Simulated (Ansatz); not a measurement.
**Nudged elastic band of CH₉BSi (part 1 of 2)**

- system: CH₉BSi
- method: RKS PBE0-D4/6-31G* (Ansatz 0.2.0)

It belongs to a series of runs on one base structure; here: band between the two ends. Figures and captions count atoms from 1; the log counts them from 0 in places.

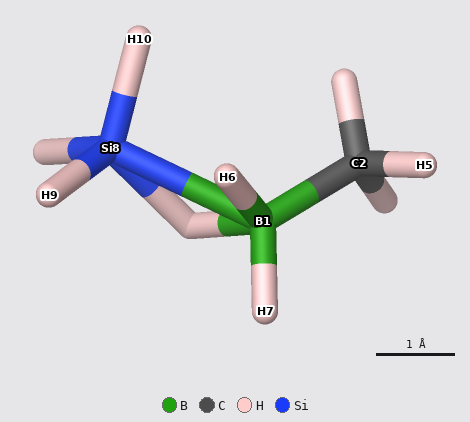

Figure 1. The starting structure (stick view, seen at a tilt; atoms are numbered from 1 in the order of the input). Bond lengths as drawn: B–C 1.60 Å, B–H 1.20 to 1.32 Å, B–Si 2.20 Å, C–H 1.10 Å and H–Si 1.48 to 1.62 Å.

## Input file
```yaml
crystal:
  periodic: [false, false, false]
  atoms:
    - { symbol: B, position_ang: [-0.405007, -0.303665, 0.665868] }
    - { symbol: C, position_ang: [0.215619, 0.494693, 1.902407] }
    - { symbol: H, position_ang: [-0.5533, 0.851016, 2.597045] }
    - { symbol: H, position_ang: [0.944616, -0.084338, 2.483418] }
    - { symbol: H, position_ang: [0.740707, 1.381879, 1.52754] }
    - { symbol: H, position_ang: [0.435534, -0.80785, -0.081281] }
    - { symbol: H, position_ang: [-1.263042, 0.17036, -0.033204] }
    - { symbol: Si, position_ang: [-0.20353, -2.493972, 0.666338] }
    - { symbol: H, position_ang: [-0.384008, -2.87696, -0.753976] }
    - { symbol: H, position_ang: [1.175909, -2.632856, 1.188713] }
    - { symbol: H, position_ang: [-1.056351, -3.419234, 1.478966] }
    - { symbol: H, position_ang: [-1.144648, -1.273872, 1.169666] }
basis:
  gaussian: { orbitals: "6-31G*" }
hamiltonian:
  xc: pbe0
  dispersion: d4
neb:
  order_check: false
  images: 8
  f_tol: 0.03
  max_iterations: 60
  climbing: false
  final_atoms:
    - { symbol: B, position_ang: [-0.29977433, -0.78856124, -0.07882438] }
    - { symbol: C, position_ang: [0.14501854, 0.58081814, 2.32355391] }
    - { symbol: H, position_ang: [-0.69134717, 0.73844715, 3.00860429] }
    - { symbol: H, position_ang: [1.09168401, 0.54961867, 2.86783263] }
    - { symbol: H, position_ang: [0.1697619, 1.37212484, 1.57240127] }
    - { symbol: H, position_ang: [0.69964476, -0.26572077, -0.48250589] }
    - { symbol: H, position_ang: [-1.32219608, -0.16827078, -0.15232117] }
    - { symbol: Si, position_ang: [-0.3141761, -2.7463229, 0.41500268] }
    - { symbol: H, position_ang: [-0.5619089, -3.49908798, -0.85708279] }
    - { symbol: H, position_ang: [0.97923761, -3.23875048, 0.97633911] }
    - { symbol: H, position_ang: [-1.39975453, -3.12127384, 1.36950503] }
    - { symbol: H, position_ang: [0.0063093, -0.4078198, 1.84899533] }
  initial_path:
    images:
      - { positions_ang: [[-0.405007, -0.303665, 0.665868], [0.215619, 0.494693, 1.902407], [-0.5533, 0.851016, 2.597045], [0.944616, -0.084338, 2.483418], [0.740707, 1.381879, 1.52754], [0.435534, -0.80785, -0.081281], [-1.263042, 0.17036, -0.033204], [-0.20353, -2.493972, 0.666338], [-0.384008, -2.87696, -0.753976], [1.175909, -2.632856, 1.188713], [-1.056351, -3.419234, 1.478966], [-1.144648, -1.273872, 1.169666]] }
      - { positions_ang: [[-0.34648613, -0.24875622, 0.50614106], [0.1738916, 0.39655994, 1.89889815], [-0.63436756, 0.59918149, 2.54453585], [0.9260561, -0.19859856, 2.42557845], [0.6288087, 1.31980461, 1.67286095], [0.52358893, -0.63738245, -0.22701624], [-1.25315515, 0.10153966, -0.14856347], [-0.21505018, -2.41539688, 0.69341767], [-0.49573109, -2.90996716, -0.62782042], [1.15714475, -2.63041487, 1.16474812], [-1.05372904, -3.1322409, 1.59839333], [-0.90847194, -1.23912766, 1.31032654]] }
      - { positions_ang: [[-0.28796526, -0.19384743, 0.34641413], [0.1321642, 0.29842688, 1.8953893], [-0.71543513, 0.34734697, 2.4920267], [0.90749621, -0.31285911, 2.36773891], [0.51691041, 1.25773021, 1.81818189], [0.61164386, -0.46691491, -0.37275147], [-1.2432683, 0.03271932, -0.26392294], [-0.22657037, -2.33682175, 0.72049735], [-0.60745418, -2.94297432, -0.50166484], [1.13838051, -2.62797374, 1.14078324], [-1.05110708, -2.8452478, 1.71782065], [-0.67229587, -1.20438332, 1.45098708]] }
      - { positions_ang: [[-0.22944439, -0.13893865, 0.18668719], [0.0904368, 0.20029382, 1.89188045], [-0.79650269, 0.09551246, 2.43951755], [0.88893631, -0.42711967, 2.30989936], [0.40501211, 1.19565582, 1.96350284], [0.69969878, -0.29644736, -0.51848671], [-1.23338144, -0.03610102, -0.37928241], [-0.23809055, -2.25824663, 0.74757702], [-0.71917726, -2.97598148, -0.37550925], [1.11961626, -2.62553261, 1.11681837], [-1.04848512, -2.5582547, 1.83724798], [-0.43611981, -1.16963897, 1.59164762]] }
      - { positions_ang: [[-0.17092352, -0.08402986, 0.02696025], [0.0487094, 0.10216076, 1.8883716], [-0.87757025, -0.15632206, 2.3870084], [0.87037642, -0.54138023, 2.25205981], [0.29311381, 1.13358143, 2.10882379], [0.78775371, -0.12597982, -0.66422194], [-1.22349459, -0.10492136, -0.49464189], [-0.24961074, -2.1796715, 0.77465669], [-0.83090035, -3.00898864, -0.24935367], [1.10085202, -2.62309148, 1.09285349], [-1.04586316, -2.2712616, 1.9566753], [-0.19994375, -1.13489463, 1.73230816]] }
      - { positions_ang: [[-0.159231, -0.13790722, -0.05578335], [0.0408649, 0.11173022, 1.9351657], [-0.89290883, -0.16882971, 2.43273721], [0.88671731, -0.4709406, 2.29477255], [0.22967547, 1.13249763, 2.11380837], [0.81709935, -0.06574324, -0.70880249], [-1.23006727, -0.14254701, -0.50787713], [-0.26190475, -2.20771049, 0.74673055], [-0.85066712, -3.07811397, -0.26080998], [1.07899964, -2.69041309, 1.06925639], [-1.08401911, -2.23815492, 1.94451297], [-0.0720596, -1.03866661, 1.8077892]] }
      - { positions_ang: [[-0.19436683, -0.30057073, -0.06154361], [0.06690331, 0.2290022, 2.03226275], [-0.84251841, 0.05798951, 2.57670398], [0.93795898, -0.21580078, 2.43803757], [0.21469708, 1.19240443, 1.9784566], [0.7877357, -0.11573762, -0.65222834], [-1.25309947, -0.14897795, -0.41898814], [-0.27497259, -2.34236359, 0.66379858], [-0.77847756, -3.18335747, -0.40987819], [1.05405913, -2.82749744, 1.04602707], [-1.16295297, -2.45893465, 1.80076098], [-0.05246738, -0.88095491, 1.81809073]] }
      - { positions_ang: [[-0.22950267, -0.46323423, -0.06730387], [0.09294172, 0.34627418, 2.1293598], [-0.792128, 0.28480872, 2.72067075], [0.98920066, 0.03933903, 2.58130259], [0.19971869, 1.25231124, 1.84310482], [0.75837205, -0.16573201, -0.59565419], [-1.27613167, -0.15540889, -0.33009915], [-0.28804043, -2.4770167, 0.58086662], [-0.70628801, -3.28860097, -0.55894639], [1.02911862, -2.96458179, 1.02279775], [-1.24188682, -2.67971438, 1.657009], [-0.03287515, -0.72324321, 1.82839227]] }
      - { positions_ang: [[-0.2646385, -0.62589773, -0.07306413], [0.11898013, 0.46354616, 2.22645686], [-0.74173759, 0.51162794, 2.86463752], [1.04044233, 0.29447885, 2.72456761], [0.18474029, 1.31221804, 1.70775304], [0.72900841, -0.21572639, -0.53908004], [-1.29916388, -0.16183984, -0.24121016], [-0.30110827, -2.6116698, 0.49793465], [-0.63409846, -3.39384447, -0.70801459], [1.00417812, -3.10166613, 0.99956843], [-1.32082068, -2.90049411, 1.51325701], [-0.01328292, -0.5655315, 1.8386938]] }
      - { positions_ang: [[-0.29977433, -0.78856124, -0.07882438], [0.14501854, 0.58081814, 2.32355391], [-0.69134717, 0.73844715, 3.00860429], [1.09168401, 0.54961867, 2.86783263], [0.1697619, 1.37212484, 1.57240127], [0.69964476, -0.26572077, -0.48250589], [-1.32219608, -0.16827078, -0.15232117], [-0.3141761, -2.7463229, 0.41500268], [-0.5619089, -3.49908798, -0.85708279], [0.97923761, -3.23875048, 0.97633911], [-1.39975453, -3.12127384, 1.36950503], [0.0063093, -0.4078198, 1.84899533]] }
```

Command:
```bash
ansatz run input.yaml --threads 1 --pin off --max-ram 2048MiB --backend cpu --events-out ev --progress --plain --runs-dir out
```

## The program's output
```
Engine: ansatz 0.2.0, x86_64-unknown-linux-gnu
Functional definition: PBE0
  parameter a = 0.25
  parameter kappa = 0.804
  parameter beta = 0.06672455060314922
  exchange = (1 - a)*pbe_x(kappa = kappa, mu = beta*pi^2/3) + a*exact_x
  correlation = pbe_c(beta = beta)
808 factors; integrals over basis functions are off by at most 7.2e-4 eV
mean field evaluation 1: about -9726.4927 eV, gradient 3.8e1 eV
mean field evaluation 2: about -9725.4916 eV, gradient 4.2e1 eV
mean field evaluation 4: about -9730.1468 eV, gradient 5.2e-1 eV
mean field evaluation 8: about -9730.1608 eV, gradient 2.3e-2 eV
mean field -9730.16078680 eV, -357.5768135750 hartree, gradient 2.6e-5 eV, S^2 0.000000; 0 other end points of the search recorded, 0 dependent functions left out
the calculation of the forces begins
reference -9730.16081021 eV, -357.5768144355 hartree; 17, 17 occupied and 50, 50 virtual orbitals, 808 factors
808 factors; integrals over basis functions are off by at most 6.5e-4 eV
mean field evaluation 16: about -9727.0784 eV, gradient 3.4e1 eV
mean field -9729.80651745 eV, -357.5637944166 hartree, gradient 5.8e-5 eV, S^2 0.000000; 0 other end points of the search recorded, 0 dependent functions left out
[... from here on the field's lines of each further geometry are left out, up to the last ...]
NEB iter   1: max|band force component| = 7.157e0 eV/Å  barrier→ = 5.6217 eV  barrier← = 5.2526 eV  Δτ_max = 0.2000 Å  (229 SCF iters)
NEB iter   2: max|band force component| = 2.896e0 eV/Å  barrier→ = 3.1273 eV  barrier← = 2.7582 eV  Δτ_max = 0.2000 Å  (202 SCF iters)
NEB iter   3: max|band force component| = 2.552e0 eV/Å  barrier→ = 1.9253 eV  barrier← = 1.5562 eV  Δτ_max = 0.2000 Å  (200 SCF iters)
NEB iter   4: max|band force component| = 6.796e0 eV/Å  barrier→ = 1.9106 eV  barrier← = 1.5415 eV  Δτ_max = 0.1021 Å  (199 SCF iters)
NEB iter   5: max|band force component| = 3.029e0 eV/Å  barrier→ = 1.2292 eV  barrier← = 0.8600 eV  Δτ_max = 0.2000 Å  (186 SCF iters)
NEB iter   6: max|band force component| = 1.224e0 eV/Å  barrier→ = 1.0985 eV  barrier← = 0.7294 eV  Δτ_max = 0.2000 Å  (188 SCF iters)
NEB iter   7: max|band force component| = 1.157e0 eV/Å  barrier→ = 0.9710 eV  barrier← = 0.6019 eV  Δτ_max = 0.1992 Å  (188 SCF iters)
NEB iter   8: max|band force component| = 5.838e-1 eV/Å  barrier→ = 0.7752 eV  barrier← = 0.4061 eV  Δτ_max = 0.1987 Å  (186 SCF iters)
NEB iter   9: max|band force component| = 5.227e-1 eV/Å  barrier→ = 0.7488 eV  barrier← = 0.3797 eV  Δτ_max = 0.1984 Å  (189 SCF iters)
NEB iter  10: max|band force component| = 8.383e-1 eV/Å  barrier→ = 0.7634 eV  barrier← = 0.3943 eV  Δτ_max = 0.0985 Å  (183 SCF iters)
NEB iter  11: max|band force component| = 1.624e-1 eV/Å  barrier→ = 0.7510 eV  barrier← = 0.3819 eV  Δτ_max = 0.1126 Å  (186 SCF iters)
NEB iter  12: max|band force component| = 1.331e-1 eV/Å  barrier→ = 0.7689 eV  barrier← = 0.3998 eV  Δτ_max = 0.0869 Å  (179 SCF iters)
NEB iter  13: max|band force component| = 1.462e-1 eV/Å  barrier→ = 0.7869 eV  barrier← = 0.4178 eV  Δτ_max = 0.0406 Å  (179 SCF iters)
NEB iter  14: max|band force component| = 9.026e-2 eV/Å  barrier→ = 0.7968 eV  barrier← = 0.4277 eV  Δτ_max = 0.0437 Å  (174 SCF iters)
NEB iter  15: max|band force component| = 8.357e-2 eV/Å  barrier→ = 0.8083 eV  barrier← = 0.4392 eV  Δτ_max = 0.0436 Å  (182 SCF iters)
NEB iter  16: max|band force component| = 1.681e-1 eV/Å  barrier→ = 0.8125 eV  barrier← = 0.4434 eV  Δτ_max = 0.0218 Å  (176 SCF iters)
NEB iter  17: max|band force component| = 1.700e-1 eV/Å  barrier→ = 0.8079 eV  barrier← = 0.4388 eV  Δτ_max = 0.0218 Å  (181 SCF iters)
NEB iter  18: max|band force component| = 1.659e-1 eV/Å  barrier→ = 0.8005 eV  barrier← = 0.4314 eV  Δτ_max = 0.0435 Å  (173 SCF iters)
NEB iter  19: max|band force component| = 1.456e-1 eV/Å  barrier→ = 0.7820 eV  barrier← = 0.4129 eV  Δτ_max = 0.0724 Å  (178 SCF iters)
NEB iter  20: max|band force component| = 9.464e-2 eV/Å  barrier→ = 0.7628 eV  barrier← = 0.3937 eV  Δτ_max = 0.0421 Å  (178 SCF iters)
NEB iter  21: max|band force component| = 1.251e-1 eV/Å  barrier→ = 0.7879 eV  barrier← = 0.4188 eV  Δτ_max = 0.0119 Å  (182 SCF iters)
NEB iter  22: max|band force component| = 4.475e-2 eV/Å  barrier→ = 0.7890 eV  barrier← = 0.4199 eV  Δτ_max = 0.0144 Å  (161 SCF iters)
the calculation of the forces begins
reference -9729.77581800 eV, -357.5626662326 hartree; 17, 17 occupied and 50, 50 virtual orbitals, 808 factors
808 factors; integrals over basis functions are off by at most 7.2e-4 eV
mean field evaluation 1248: about -9729.3773 eV, gradient 4.9e-2 eV
mean field -9729.37735025 eV, -357.5480228127 hartree, gradient 2.5e-5 eV, S^2 0.000000; 1 other end points of the search recorded, 0 dependent functions left out
the calculation of the forces begins
reference -9729.37737396 eV, -357.5480236841 hartree; 17, 17 occupied and 50, 50 virtual orbitals, 808 factors
NEB iter  23: max|band force component| = 2.416e-2 eV/Å  barrier→ = 0.7852 eV  barrier← = 0.4161 eV  Δτ_max = 0.0000 Å  (351 SCF iters)
```
